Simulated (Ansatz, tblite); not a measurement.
# 4CzIPN (C₅₆H₃₂N₆): which spin state is lowest

Is the singlet the ground state of 4CzIPN (C₅₆H₃₂N₆)? Other spin states are computed and compared level by level.

Computed with Ansatz 0.2.0, Gaussian basis. Level: as each input shows.

Levels to be run: triplet, at the geometry of the singlet (GFN1-xTB, GFN2-xTB, PBE0-D4/def2-SVP, PBE-D4/def2-SVP); the singlet's energies come from earlier runs.

1 further run of the same task is left out (set aside as unsound or not needed).

## Step 1: The relaxed structure

The geometry is that of the singlet, from an earlier relaxation (PBE-D4/def2-SVP).

SMILES `N#Cc1c(-n2c3ccccc3c3ccccc32)c(C#N)c(-n2c3ccccc3c3ccccc32)c(-n2c3ccccc3c3ccccc32)c1-n1c2ccccc2c2ccccc21`, 94 atoms, charge 0, spin multiplicity 1.

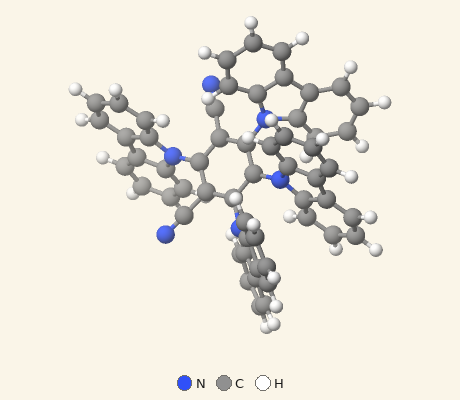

The geometry (nitrogen blue, carbon grey, hydrogen white).

## Step 2: Triplet at the fixed geometry, GFN1-xTB

Tight binding, by tblite at 300 K electronic temperature and without a spin-polarisation term:

```python
tblite.interface.Calculator('GFN1-xTB', numbers, positions, charge=0, uhf=2).singlepoint()
```

Energy -4208.6753 eV; 1.3 s.

## Step 3: Triplet at the fixed geometry, GFN2-xTB

Tight binding, by tblite at 300 K electronic temperature and without a spin-polarisation term:

```python
tblite.interface.Calculator('GFN2-xTB', numbers, positions, charge=0, uhf=2).singlepoint()
```

Energy -4183.6146 eV; 1 s.

## Step 4: Triplet at the fixed geometry, PBE0-D4/def2-SVP

File in.yaml:

```yaml
crystal:
  periodic: [false, false, false]
  atoms:
    - {symbol: N, position_ang: [2.737571, 3.646145, -0.756819]}
    - {symbol: C, position_ang: [2.223354, 2.596176, -0.654189]}
    - {symbol: C, position_ang: [1.609470, 1.314911, -0.495483]}
    - {symbol: C, position_ang: [2.423716, 0.158042, -0.427184]}
    - {symbol: N, position_ang: [3.801735, 0.247816, -0.670145]}
    - {symbol: C, position_ang: [4.395679, 0.664100, -1.874629]}
    - {symbol: C, position_ang: [3.788030, 1.028733, -3.083400]}
    - {symbol: C, position_ang: [4.627266, 1.378082, -4.149885]}
    - {symbol: C, position_ang: [6.032452, 1.354598, -4.015933]}
    - {symbol: C, position_ang: [6.630782, 0.970004, -2.809748]}
    - {symbol: C, position_ang: [5.811129, 0.616920, -1.723151]}
    - {symbol: C, position_ang: [6.079078, 0.158608, -0.372675]}
    - {symbol: C, position_ang: [7.257298, -0.063998, 0.361796]}
    - {symbol: C, position_ang: [7.159031, -0.494238, 1.690711]}
    - {symbol: C, position_ang: [5.898315, -0.691639, 2.294585]}
    - {symbol: C, position_ang: [4.709163, -0.474694, 1.585629]}
    - {symbol: C, position_ang: [4.817755, -0.063309, 0.250609]}
    - {symbol: C, position_ang: [1.833969, -1.090316, -0.111309]}
    - {symbol: C, position_ang: [2.621245, -2.280311, -0.199600]}
    - {symbol: N, position_ang: [3.266948, -3.255018, -0.301570]}
    - {symbol: C, position_ang: [0.442322, -1.182452, 0.170184]}
    - {symbol: N, position_ang: [-0.102153, -2.430669, 0.504530]}
    - {symbol: C, position_ang: [-1.235452, -3.024113, -0.083750]}
    - {symbol: C, position_ang: [-1.890254, -2.688474, -1.275184]}
    - {symbol: C, position_ang: [-3.007773, -3.451926, -1.637261]}
    - {symbol: C, position_ang: [-3.440845, -4.538160, -0.846944]}
    - {symbol: C, position_ang: [-2.750177, -4.896889, 0.317378]}
    - {symbol: C, position_ang: [-1.633509, -4.137632, 0.707121]}
    - {symbol: C, position_ang: [-0.697232, -4.231247, 1.810790]}
    - {symbol: C, position_ang: [-0.597009, -5.087780, 2.920296]}
    - {symbol: C, position_ang: [0.425074, -4.875919, 3.853951]}
    - {symbol: C, position_ang: [1.338861, -3.813616, 3.690180]}
    - {symbol: C, position_ang: [1.260303, -2.946419, 2.591065]}
    - {symbol: C, position_ang: [0.242610, -3.173781, 1.654786]}
    - {symbol: C, position_ang: [-0.382476, -0.024897, 0.067345]}
    - {symbol: N, position_ang: [-1.761407, -0.115080, 0.310163]}
    - {symbol: C, position_ang: [-2.358024, -0.576514, 1.497142]}
    - {symbol: C, position_ang: [-1.755586, -0.976026, 2.697116]}
    - {symbol: C, position_ang: [-2.596045, -1.378630, 3.744031]}
    - {symbol: C, position_ang: [-4.000255, -1.361466, 3.605277]}
    - {symbol: C, position_ang: [-4.594827, -0.920613, 2.416208]}
    - {symbol: C, position_ang: [-3.772432, -0.518812, 1.349771]}
    - {symbol: C, position_ang: [-4.040052, 0.007864, 0.026175]}
    - {symbol: C, position_ang: [-5.220034, 0.278941, -0.687415]}
    - {symbol: C, position_ang: [-5.126396, 0.764789, -1.997740]}
    - {symbol: C, position_ang: [-3.867406, 0.955489, -2.605932]}
    - {symbol: C, position_ang: [-2.677146, 0.685141, -1.916970]}
    - {symbol: C, position_ang: [-2.779582, 0.239977, -0.592659]}
    - {symbol: C, position_ang: [0.205317, 1.224872, -0.284117]}
    - {symbol: N, position_ang: [-0.572790, 2.387059, -0.385095]}
    - {symbol: C, position_ang: [-1.503099, 2.846141, 0.566974]}
    - {symbol: C, position_ang: [-1.665268, 2.457433, 1.902463]}
    - {symbol: C, position_ang: [-2.679830, 3.081488, 2.640027]}
    - {symbol: C, position_ang: [-3.489451, 4.086457, 2.068544]}
    - {symbol: C, position_ang: [-3.287329, 4.503463, 0.746953]}
    - {symbol: C, position_ang: [-2.283653, 3.882652, -0.016295]}
    - {symbol: C, position_ang: [-1.798523, 4.069181, -1.370289]}
    - {symbol: C, position_ang: [-2.190577, 4.906871, -2.428236]}
    - {symbol: C, position_ang: [-1.529145, 4.805041, -3.658439]}
    - {symbol: C, position_ang: [-0.488056, 3.870278, -3.839142]}
    - {symbol: C, position_ang: [-0.077880, 3.024629, -2.798508]}
    - {symbol: C, position_ang: [-0.736322, 3.142407, -1.567005]}
    - {symbol: H, position_ang: [2.694929, 1.033619, -3.198795]}
    - {symbol: H, position_ang: [4.178661, 1.673977, -5.109963]}
    - {symbol: H, position_ang: [6.662244, 1.635438, -4.872887]}
    - {symbol: H, position_ang: [7.726275, 0.937614, -2.712543]}
    - {symbol: H, position_ang: [8.240798, 0.104195, -0.101936]}
    - {symbol: H, position_ang: [8.073072, -0.674213, 2.275534]}
    - {symbol: H, position_ang: [5.844484, -1.020428, 3.343179]}
    - {symbol: H, position_ang: [3.730609, -0.615008, 2.066200]}
    - {symbol: H, position_ang: [-1.548083, -1.861398, -1.910084]}
    - {symbol: H, position_ang: [-3.552025, -3.195776, -2.558365]}
    - {symbol: H, position_ang: [-4.322005, -5.117730, -1.159540]}
    - {symbol: H, position_ang: [-3.071880, -5.761023, 0.917578]}
    - {symbol: H, position_ang: [-1.319472, -5.906599, 3.055071]}
    - {symbol: H, position_ang: [0.517132, -5.540930, 4.725251]}
    - {symbol: H, position_ang: [2.136172, -3.662604, 4.433027]}
    - {symbol: H, position_ang: [1.979112, -2.123911, 2.478158]}
    - {symbol: H, position_ang: [-0.666114, -0.976298, 2.828927]}
    - {symbol: H, position_ang: [-2.144149, -1.715451, 4.688888]}
    - {symbol: H, position_ang: [-4.632379, -1.686907, 4.444794]}
    - {symbol: H, position_ang: [-5.689990, -0.882941, 2.316661]}
    - {symbol: H, position_ang: [-6.201868, 0.105901, -0.221837]}
    - {symbol: H, position_ang: [-6.042223, 0.989430, -2.564369]}
    - {symbol: H, position_ang: [-3.810386, 1.326088, -3.640246]}
    - {symbol: H, position_ang: [-1.706920, 0.819746, -2.411767]}
    - {symbol: H, position_ang: [-1.025855, 1.694669, 2.364571]}
    - {symbol: H, position_ang: [-2.841244, 2.779132, 3.685389]}
    - {symbol: H, position_ang: [-4.277344, 4.556994, 2.675077]}
    - {symbol: H, position_ang: [-3.900403, 5.306495, 0.311365]}
    - {symbol: H, position_ang: [-3.012908, 5.624836, -2.290847]}
    - {symbol: H, position_ang: [-1.823673, 5.456977, -4.493972]}
    - {symbol: H, position_ang: [0.021096, 3.804559, -4.812168]}
    - {symbol: H, position_ang: [0.733908, 2.301910, -2.955438]}
basis:
  gaussian: {orbitals: def2-SVP, fitting: {mean_field: def2-universal-jkfit}}
magnetization: {spin_polarized: true, initial_magnetization: 2}
hamiltonian: {xc: pbe0, dispersion: d4}
scf: {omitted_lower_state_checks: [starts]}
output: {orbitals: {seedname: orbitals}}
```

The run is started by

```
$ ansatz run in.yaml --threads 11 --pin off --events-out ev --progress --plain --max-ram 174080MiB --backend cuda --devices 0, --max-vram 75GiB
```

The log of the run:

```text
Functional definition: PBE0
  name "PBE0"
  cite "Adamo & Barone, J. Chem. Phys. 110, 6158 (1999) doi:10.1063/1.478522"
  cite "Perdew, Burke & Ernzerhof, Phys. Rev. Lett. 77, 3865 (1996) doi:10.1103/PhysRevLett.77.3865"
  parent pbe
  parameter a = 0.25
  parameter kappa = 0.804
  parameter beta = 0.06672455060314922
  exchange = (1 - a)*pbe_x(kappa = kappa, mu = beta*pi^2/3) + a*exact_x
  correlation = pbe_c(beta = beta)
these checks for a lower state are left out or cut short: starts
5238 factors; integrals over basis functions are off by at most 2.2e-1 eV
mean field evaluation 1: about -67359.4093 eV, gradient 9.2e1 eV
mean field evaluation 2: about -67229.7042 eV, gradient 1.8e2 eV
mean field evaluation 4: about -67403.0052 eV, gradient 1.6e1 eV
mean field evaluation 8: about -67404.6189 eV, gradient 1.4e0 eV
mean field evaluation 16: about -67404.5716 eV, gradient 3.5e-2 eV
mean field evaluation 32: about -67404.5717 eV, gradient 4.6e-4 eV
mean field -67404.57165751 eV, -2477.0723199538 hartree, gradient 6.6e-6 eV, S^2 2.018765; 0 other end points of the search recorded, 0 dependent functions left out
reference -67404.57174199 eV, -2477.0723230585 hartree; 206, 204 occupied and 822, 824 virtual orbitals, 5238 factors
Total energy: -67409.42928647 eV, -2477.2508345254 hartree
Checks for a lower state left out: starts
```

Run time: 34 s. Hardware: 1 × H100 with 11 threads of AMD EPYC 7R13, shared host; peak host memory 2 GiB.

HOMO -3.47 eV, LUMO -5.15 eV (over both spins; with the spin held, an empty level of the minority spin lies below the top filled one); ⟨S²⟩ 2.019 (pure: 2.00).

## Step 5: Triplet at the fixed geometry, PBE-D4/def2-SVP

start.molden holds the orbitals of an earlier run on this state, given as this run's starting guess.

Edit in.yaml of step 4 so:

```diff
@@ -98,5 +98,5 @@
 basis:
-  gaussian: {orbitals: def2-SVP, fitting: {mean_field: def2-universal-jkfit}}
+  gaussian: {orbitals: def2-SVP, fitting: {mean_field: def2-universal-jkfit}, initial_orbitals: start.molden}
 magnetization: {spin_polarized: true, initial_magnetization: 2}
-hamiltonian: {xc: pbe0, dispersion: d4}
+hamiltonian: {xc: pbe, dispersion: d4}
 scf: {omitted_lower_state_checks: [starts]}
```

Same command.

The log of the run:

```text
Functional definition: PBE
  name "PBE"
  cite "Perdew, Burke & Ernzerhof, Phys. Rev. Lett. 77, 3865 (1996) doi:10.1103/PhysRevLett.77.3865"
  parent pbe
  parameter kappa = 0.804
  parameter beta = 0.06672455060314922
  exchange = pbe_x(kappa = kappa, mu = beta*pi^2/3)
  correlation = pbe_c(beta = beta)
these checks for a lower state are left out or cut short: starts
5238 factors; integrals over basis functions are off by at most 2.2e-1 eV
mean field evaluation 1: about -67399.5825 eV, gradient 1.4e1 eV
mean field evaluation 2: about -67400.3763 eV, gradient 7.2e-1 eV
mean field evaluation 4: about -67400.3049 eV, gradient 5.8e-2 eV
mean field evaluation 8: about -67400.3050 eV, gradient 1.9e-5 eV
mean field evaluation 16: about -67400.3050 eV, gradient 2.7e-6 eV
mean field -67400.30502457 eV, -2476.9155240853 hartree, gradient 2.7e-6 eV, S^2 2.005079; 0 other end points of the search recorded, 0 dependent functions left out
reference -67400.30512691 eV, -2476.9155278461 hartree; 206, 204 occupied and 822, 824 virtual orbitals, 5238 factors
Total energy: -67405.76983256 eV, -2477.1163520748 hartree
Checks for a lower state left out: starts
```

It took 19 s on 1 × H100 with 11 threads of AMD EPYC 7R13, shared host; peak host memory 1.9 GiB.

From the report: HOMO -2.69 eV, LUMO -5.13 eV (over both spins; with the spin held, an empty level of the minority spin lies below the top filled one); ⟨S²⟩ 2.005 (pure: 2.00).

## Step 6: Triplet less singlet, vertical

The singlet's energies are those of its earlier runs, whose logs aren't repeated here.

```csv
level,"triplet less singlet, vertical (eV)",time
GFN1-xTB,+2.322,2.1 s
GFN2-xTB,+2.273,1.8 s
PBE-D4/def2-SVP,+2.194,43 s
PBE0-D4/def2-SVP,+2.615,60 s
```

Times add the two runs; a level without a time comes out of a correlated run. Tight binding without a spin term can't rank spin states.

## Step 7: Summary of results

| quantity | value |
| --- | --- |
| triplet less singlet, vertical, functionals in def2-SVP | +2.194 (PBE-D4) to +2.615 eV (PBE0-D4) |

What this shows: All functionals put the triplet above the singlet, over a spread of 0.420 eV. The checks for a lower triplet were left out, so another state of that spin may lie lower. These are electronic energies, without zero-point motion, entropy or surroundings.
